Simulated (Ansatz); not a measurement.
# Quasi-harmonic thermodynamics of Be2Al (hypothetical, Fm-3m), part 2 of 4

How much does Be2Al (hypothetical) expand with temperature? The compound is hypothetical: it was made by swapping elements on a known structure type.

Ansatz 0.2.0; DFT PBEsol, scalar-relativistic, plane waves, PAW.

So far. Step 2 (A first coarse run): The start is under 13 GPa at this level and looks like a metal on this mesh.

## Step 4: Finding the static equilibrium

The vibrations must be taken about the equilibrium of this functional, not about the starting cell, so the structure is relaxed.

input.yaml

```yaml
crystal:
  lattice:
    - [0.0, 2.719496747, 2.719496747]
    - [2.719496747, 0.0, 2.719496747]
    - [2.719496747, 2.719496747, 0.0]
  atoms:
    - { symbol: Be, position: [0.25, 0.25, 0.25] }
    - { symbol: Be, position: [0.75, 0.75, 0.75] }
    - { symbol: Al, position: [0.0, 0.0, 0.0] }
kpoints:
  mp_grid: { grid: [14, 14, 14] }
hamiltonian:
  xc: pbesol
scf:
  occupations: { method: gaussian, width: 0.1 }
output:
  forces: true
  stress: true
  eigenvalues: true
  write_density: true
  write_potential: true
  elf: true
  volumetric_format: npy
relax:
  adjacent_minimum: "off"
  f_tol: 0.005
  max_steps: 80
  cell: { stress_tol: 0.05 }
```

Command:

```bash
> ansatz run input.yaml --threads 4 --pin off --max-ram 8192MiB --backend cpu --events-out ev --progress --plain --runs-dir out
```

Numbers of over 12 decimals in the logs are rounded to 6 here.

Log:

```text
[...]
Crystal: 3 atoms, lattice volume = 40.225 Å³
Basis set: ecut = 420 eV, 749 PW (Γ), exchange–correlation on 54×54×54 points (8 copies of the dense FFT grid, shifted against one another)
Bands: 8, of which v1, the nominal top of the filled ones, is band 4 counted from 1 (3 counted from 0)
Symmetry: 48 space group operations
[...]
k-points: 104 of 2744
[...]
SCF iter   1: F=—  HF=-703.456813 eV  |F-HF|=—  |Δ(HF+E_count)|=         —  Δρ=2.23e-3  dr2=3.05e-3  ethr=1.77e-3  ⟨swp⟩=5.3  Hψ=6838  notcnv=0
[...]
SCF iter   6: F=-703.456073 eV  HF=-703.456073 eV  |F-HF|=6.14e-12  |Δ(HF+E_count)|=  2.70e-10  Δρ=1.27e-7  dr2=4.10e-12  ethr=7.78e-12  ⟨swp⟩=5.2  Hψ=3842  notcnv=0
SCF 1 converged in 6 iterations: F = -703.456073 eV  dr2 = 4.10e-12
[...]
relax step   1: F+E_penalty+E_count = -703.45607338 eV  Δ(F+E_penalty+E_count) = +0.000e0 eV  max|allowed force component| = 3.701e-17 eV/Å  Δτ_max = 0.0000 Å  P = +0.493 GPa  Ω = 40.225 Å³  (6 SCF iters, accepted)
Crystal: 3 atoms, lattice volume = 40.413 Å³
[...]
SCF iter   3: F=-703.456398 eV  HF=-703.456398 eV  |F-HF|=3.76e-9  |Δ(HF+E_count)|=   1.45e-6  Δρ=5.42e-6  dr2=1.16e-8  ethr=4.29e-9  ⟨swp⟩=5.9  Hψ=4048  notcnv=0
SCF 2 converged in 3 iterations: F = -703.456398 eV  dr2 = 1.16e-8
[...]
relax step   2: F+E_penalty+E_count = -703.45639776 eV  Δ(F+E_penalty+E_count) = -3.244e-4 eV  max|allowed force component| = 7.710e-17 eV/Å  Δτ_max = 0.0000 Å  P = +0.125 GPa  Ω = 40.413 Å³  energy of the carried Pulay correction = -3.625e-5 eV  (3 SCF iters, dr2 threshold 3.00e-7 eV, accepted)
Crystal: 3 atoms, lattice volume = 40.476 Å³
[...]
SCF iter   3: F=-703.456410 eV  HF=-703.456410 eV  |F-HF|=4.67e-10  |Δ(HF+E_count)|=   1.85e-7  Δρ=2.13e-6  dr2=1.80e-9  ethr=5.54e-10  ⟨swp⟩=5.3  Hψ=3854  notcnv=0
SCF 3 converged in 3 iterations: F = -703.456410 eV  dr2 = 1.80e-9
relax step   3: F+E_penalty+E_count = -703.45641035 eV  Δ(F+E_penalty+E_count) = -1.259e-5 eV  max|allowed force component| = 4.240e-17 eV/Å  Δτ_max = 0.0000 Å  P = +0.001 GPa  Ω = 40.476 Å³  energy of the carried Pulay correction = -4.855e-5 eV  (3 SCF iters, dr2 threshold 3.88e-8 eV, accepted)
[...]
SCF iter   4: F=-703.456459 eV  HF=-703.456459 eV  |F-HF|=6.82e-13  |Δ(HF+E_count)|=  9.75e-11  Δρ=4.84e-8  dr2=1.39e-12  ethr=1.00e-12  ⟨swp⟩=5.0  Hψ=2685  notcnv=0
SCF 4 converged in 4 iterations: F = -703.456459 eV  dr2 = 1.39e-12
relax step   4: F+E_penalty+E_count = -703.45645870 eV  Δ(F+E_penalty+E_count) = -4.835e-5 eV  max|allowed force component| = 4.395e-17 eV/Å  Δτ_max = 0.0000 Å  P = +0.003 GPa  Ω = 40.476 Å³  stress off target by 3.17e-3 GPa  SCF on the basis re-selected at this cell (its energy is not comparable with the rows above)  (4 SCF iters)
[...]
SCF converged after 4 iterations
Free energy (F): -703.456459 eV
[...]
Internal energy: -703.452263 eV  (E = F + TS)
E sigma→0 (E₀):  -703.454361 eV
Entropy (-TS):   -0.004196 eV (-1.399 meV/atom)
Fermi energy:    5.114341 eV
[...]
--- Stress (GPa, compression-positive) ---
        0.003172       0.000000       0.000000
        0.000000       0.003172      -0.000000
        0.000000      -0.000000       0.003172
  P = ⅓ Tr σ = 0.0032 GPa (0.032 kbar)
--- Band table (eV; the first three rows and the last of 104) ---
[...]
--- Relaxed structure (3 steps of the walk, 3 accepted, 1 SCFs on fresh bases) ---
[...]
cell:  # Å, volume = 40.4764 Å³
    - [0, 2.725152, 2.725152]
    - [2.725152, 0, 2.725152]
    - [2.725152, 2.725152, 0]
  atoms:
    - { symbol: Be, position: [0.25, 0.25, 0.25] }
    - { symbol: Be, position: [0.750000, 0.750000, 0.750000] }
    - { symbol: Al, position: [0, 0, 0] }
```

Elapsed: 2.2 s, on 4 threads of Arm Neoverse V2, shared host; peak memory 0.35 GiB.

Step by step:

```
step  energy less that of the first step (eV)  largest force component (eV/Å)  pressure (GPa)  volume (Å³)
   1                                   0.0000                          0.0000            0.49        40.22
   2                                  -0.0003                          0.0000            0.12        40.41
   3                                  -0.0003                          0.0000            0.00        40.48
  4*                                  -0.0004                          0.0000            0.00        40.48
```

Relaxation steps marked * repeat the geometry before them on a plane-wave basis chosen anew for their cell, so energy and pressure can jump there.

Forces are held to the 48 operations that the run works with; a distortion that breaks them can't arise in this run.

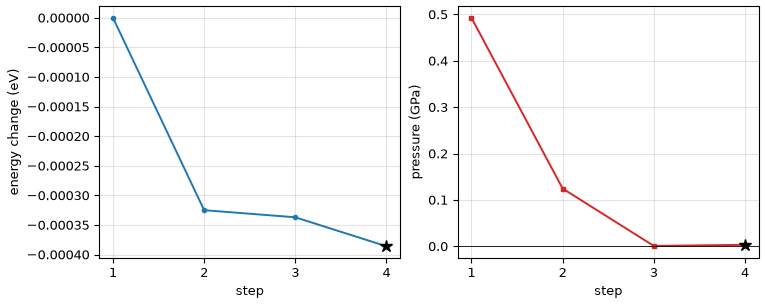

Energy and pressure along the relaxation. Stars mark steps on a basis chosen anew.

```
conventional cell, symmetrised  before  after  change
                         a (Å)   5.439  5.450  +0.2 %
                         b (Å)   5.439  5.450  +0.2 %
                         c (Å)   5.439  5.450  +0.2 %
              volume (Å³/atom)   13.41  13.49  +0.6 %
```

Final coordinates:

```cif
data_structure
_symmetry_space_group_name_H-M 'P 1'
_symmetry_Int_Tables_number 1
_cell_length_a 3.8539
_cell_length_b 3.8539
_cell_length_c 3.8539
_cell_angle_alpha 60.000
_cell_angle_beta 60.000
_cell_angle_gamma 60.000
_cell_volume 40.48
loop_
_atom_site_label
_atom_site_type_symbol
_atom_site_fract_x
_atom_site_fract_y
_atom_site_fract_z
_atom_site_occupancy
Be1 Be 0.25000 0.25000 0.25000 1
Be2 Be 0.75000 0.75000 0.75000 1
Al3 Al 0.00000 0.00000 0.00000 1
```

Numbers from this step:

```yaml
pressure: 0.003172 GPa
volume_per_atom: 13.49 Å³
```

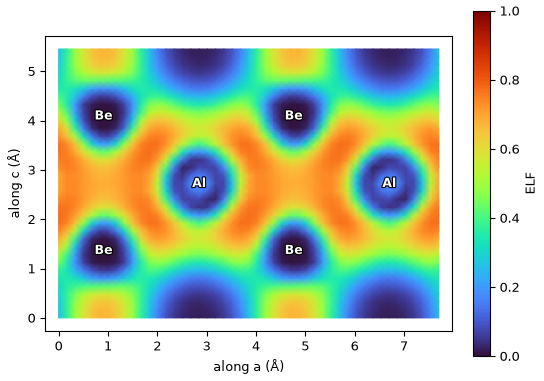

ELF in the ac plane of a cell with a along [110], b along [-110] and c along [001] of the cube at fractional y = 0.000, with atoms of Be and Al within 0.2 Å of it. It is the smooth field of the valence electrons, not physical close to the nuclei. The map starts off the cell's origin, so that atoms lie inside it.

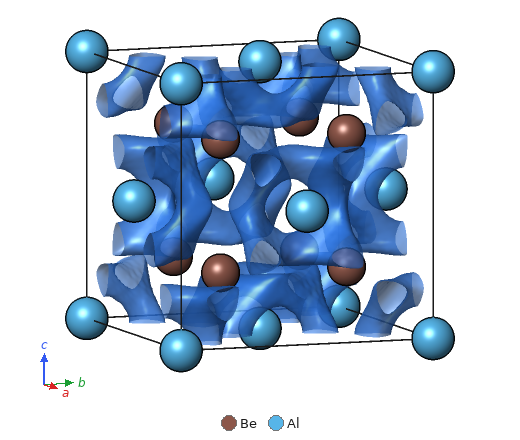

Surface of ELF = 0.69.

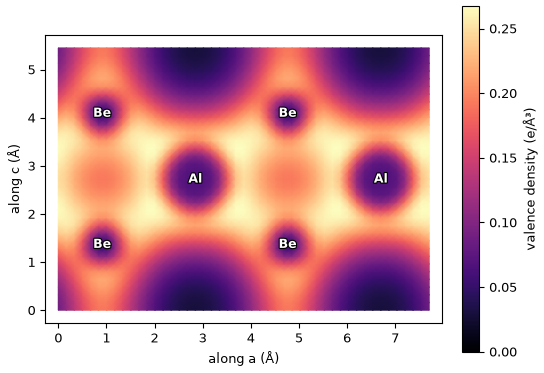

Valence density in the ac plane of a cell with a along [110], b along [-110] and c along [001] of the cube at fractional y = 0.000, with atoms of Be and Al within 0.2 Å of it. It is the smooth field of the valence electrons, not physical close to the nuclei. The map starts off the cell's origin, so that atoms lie inside it.

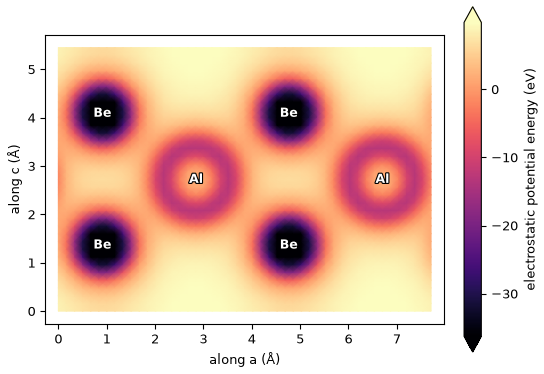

Electrostatic potential energy in the ac plane of a cell with a along [110], b along [-110] and c along [001] of the cube at fractional y = 0.000, with atoms of Be and Al within 0.2 Å of it. With pseudopotentials it is smooth inside the atoms' cores, unlike the true potential. The map starts off the cell's origin, so that atoms lie inside it.

## Step 5: A run with changed settings

One run with other settings shows how much the ground state depends on them.

This step: DFT PBEsol, scalar-relativistic, plane waves, PAW; settings changed (Ansatz 0.2.0).

input.yaml

```yaml
crystal:
  lattice:
    - [0.0, 2.7251520132, 2.7251520132]
    - [2.7251520132, 0.0, 2.7251520132]
    - [2.7251520132, 2.7251520132, 0.0]
  atoms:
    - { symbol: Be, position: [0.25, 0.25, 0.25] }
    - { symbol: Be, position: [0.75, 0.75, 0.75] }
    - { symbol: Al, position: [0.0, 0.0, 0.0] }
kpoints:
  mp_grid: { grid: [7, 7, 7] }
hamiltonian:
  xc: pbesol
scf:
  occupations: { method: gaussian, width: 0.1 }
output:
  forces: true
  eigenvalues: true
  stress: true
```

Log:

```text
[...]
Crystal: 3 atoms, lattice volume = 40.476 Å³
Basis set: ecut = 420 eV, 749 PW (Γ), exchange–correlation on 54×54×54 points (8 copies of the dense FFT grid, shifted against one another)
Bands: 8, of which v1, the nominal top of the filled ones, is band 4 counted from 1 (3 counted from 0)
Symmetry: 48 space group operations
[...]
k-points: 20 of 343
[...]
SCF iter   1: F=—  HF=-703.441238 eV  |F-HF|=—  |Δ(HF+E_count)|=         —  Δρ=2.19e-3  dr2=2.95e-3  ethr=1.77e-3  ⟨swp⟩=5.2  Hψ=1292  notcnv=0
[...]
SCF iter   6: F=-703.440524 eV  HF=-703.440524 eV  |F-HF|=1.14e-13  |Δ(HF+E_count)|=  8.59e-11  Δρ=1.90e-8  dr2=8.24e-14  ethr=1.00e-12  ⟨swp⟩=2.1  Hψ=537  notcnv=0
SCF 1 converged in 6 iterations: F = -703.440524 eV  dr2 = 8.24e-14
[...]
SCF converged after 6 iterations
Free energy (F): -703.440524 eV
[...]
Internal energy: -703.431816 eV  (E = F + TS)
E sigma→0 (E₀):  -703.436170 eV
Entropy (-TS):   -0.008708 eV (-2.903 meV/atom)
Fermi energy:    4.958623 eV
[...]
--- Stress (GPa, compression-positive) ---
        0.024388      -0.000000       0.000000
        0.000000       0.024388      -0.000000
        0.000000      -0.000000       0.024388
  P = ⅓ Tr σ = 0.0244 GPa (0.244 kbar)
--- Band table (eV; the first three rows and the last of 20) ---
[...]
```

Wall time 0.76 s (4 threads); peak memory 0.26 GiB; 1.2 s of CPU time.

The run finished with changed settings (kpoints.mp_grid.grid = [7, 7, 7]); it serves as a test.

## Step 6: Tight relaxation

The thresholds are tightened for a last relaxation ahead of the phonons, and where mesh or smearing change with them the cell follows.

This step: DFT PBEsol, scalar-relativistic, plane waves, PAW (Ansatz 0.2.0).

input.yaml, the sections that differ from step 5:

```yaml
kpoints:
  mp_grid: { grid: [16, 16, 16] }
scf:
  occupations: { method: methfessel_paxton, width: 0.15 }
output:
  forces: true
  stress: true
  eigenvalues: true
relax:
  adjacent_minimum: "off"
  f_tol: 0.001
  max_steps: 60
  cell: { stress_tol: 0.01 }
# crystal, hamiltonian: as in step 5
```

Log:

```text
[...]
Crystal: 3 atoms, lattice volume = 40.476 Å³
Basis set: ecut = 420 eV, 749 PW (Γ), exchange–correlation on 54×54×54 points (8 copies of the dense FFT grid, shifted against one another)
Bands: 8, of which v1, the nominal top of the filled ones, is band 4 counted from 1 (3 counted from 0)
Symmetry: 48 space group operations
[...]
k-points: 145 of 4096
[...]
--- Relaxed structure (1 steps of the walk, 1 accepted, 1 SCFs on fresh bases) ---
[...]
cell:  # Å, volume = 40.4764 Å³
    - [0.0, 2.7251520132, 2.7251520132]
    - [2.7251520132, 0.0, 2.7251520132]
    - [2.7251520132, 2.7251520132, 0.0]
  atoms:
    - { symbol: Be, position: [0.25, 0.25, 0.25] }
    - { symbol: Be, position: [0.750000, 0.750000, 0.750000] }
    - { symbol: Al, position: [0.0, 0.0, 0.0] }
[key lines of the parts left out:]
SCF converged after 4 iterations
Free energy (F): -703.454612 eV
Fermi energy:    5.091637 eV
P = ⅓ Tr σ = -0.0061 GPa (-0.061 kbar)
```

Run time: 1.8 s. Hardware: 4 threads; peak memory 0.35 GiB; 6.1 s of CPU time.

Little changed from the start: no atom moved by 0.005 Å and no cell edge by 0.1 %.

This step gave:

```yaml
pressure: -0.006113 GPa
```

The residual pressure is -0.0061 GPa, small enough for phonons.

## Step 7: Other settings for the ground state

One run with other settings shows how much the ground state depends on them.

This step: DFT PBEsol, scalar-relativistic, plane waves, PAW; settings changed (Ansatz 0.2.0).

input.yaml, the sections that differ from step 6:

```yaml
scf:
  occupations: { method: cold, width: 0.05 }
  mixing: { preconditioner: kerker }
output:
  forces: true
  eigenvalues: true
  stress: true
# crystal, kpoints, hamiltonian: as in step 6
# relax: removed
```

Log:

```text
[...]
Crystal: 3 atoms, lattice volume = 40.476 Å³
Basis set: ecut = 420 eV, 749 PW (Γ), exchange–correlation on 54×54×54 points (8 copies of the dense FFT grid, shifted against one another)
Bands: 8, of which v1, the nominal top of the filled ones, is band 4 counted from 1 (3 counted from 0)
Symmetry: 48 space group operations
[...]
k-points: 145 of 4096
[...]
SCF iter   1: F=—  HF=-703.455688 eV  |F-HF|=—  |Δ(HF+E_count)|=         —  Δρ=2.21e-3  dr2=3.01e-3  ethr=1.77e-3  ⟨swp⟩=5.9  Hψ=9789  notcnv=0
[...]
SCF iter   5: F=-703.454971 eV  HF=-703.454971 eV  |F-HF|=8.11e-9  |Δ(HF+E_count)|=   8.89e-8  S|Δr|=    0.00e0  Δρ=7.18e-6  dr2=1.70e-8  ethr=1.43e-9  ⟨swp⟩=5.7  Hψ=5689  notcnv=0
SCF 1 converged in 5 iterations: F = -703.454971 eV  dr2 = 1.70e-8
[...]
SCF converged after 5 iterations
[...]
Free energy (F): -703.454971 eV
[...]
Internal energy: -703.455126 eV  (E = F + TS)
E sigma→0 (E₀):  -703.455023 eV
Entropy (-TS):   0.000155 eV (0.052 meV/atom)
Fermi energy:    5.088308 eV
[...]
--- Stress (GPa, compression-positive) ---
       -0.000012      -0.000000      -0.000000
       -0.000000      -0.000012      -0.000000
       -0.000000       0.000000      -0.000012
  P = ⅓ Tr σ = -0.0000 GPa (-0.000 kbar)
--- Band table (eV; the first three rows and the last of 145) ---
[...]
```

Run time: 0.73 s. Hardware: 4 threads; peak memory 0.33 GiB; 2.4 s of CPU time.

Numbers from this step:

* pressure: -1.16e-5 GPa

The run ends at a pressure of 0.00 GPa.

## Step 8: A faulty attempt

This input was changed on purpose, to see how the program answers.

This step: DFT PBEsol, scalar-relativistic, plane waves, PAW (Ansatz 0.2.0).

input.yaml, the sections that differ from step 7:

```yaml
scf:
  occupations: { method: methfessel_paxton, width: 0.15 }
  max_iter: 100
output:
  eigenvalues: true
phonons:
  supercell: [2, 2, 2]
  qmesh: [4, 4, 4]
  thermal_expansion: {}
# crystal, kpoints, hamiltonian: as in step 7
```

Log:

```text
Error: invalid value for `phonons.qmesh`: set beside supercell — each asks for the run's force constants: supercell solves them in one diagonal repeat, and qmesh at the wavevectors of a mesh, each in its own smallest supercell; remove one of the two (the mesh that the density of states and the thermodynamic sums are integrated on is interpolated_qmesh)
```

It took 0.02 s on 4 threads; peak memory 0.031 GiB; 0.02 s of CPU time.

The input was rejected at the start.

The program's message: “Error: invalid value for `phonons.qmesh`: set beside supercell — each asks for the run's force constants: supercell solves them in one diagonal repeat, and qmesh at the wavevectors of a mesh, each in …”

The fault put into the input: a supercell and a q mesh together.

[end of part 2 of 4]

[Logs are printed without paths, hosts, clocks, repeated set-up lines and the standing remarks that a program may print on its own settings, such as how far it seeks lower states.]

[Hosts, paths, dates, database ids (printed as entryN), source tags and the programs' standing remarks are cut or masked in the printed files.]

[A step with changed settings may run another functional than the one named; its input shows which.]

[Pressures of single members of a volume series are the stress at the run's cutoff; with an incomplete basis they can lie off −dE/dV of the same runs, and they are not shown converged.]
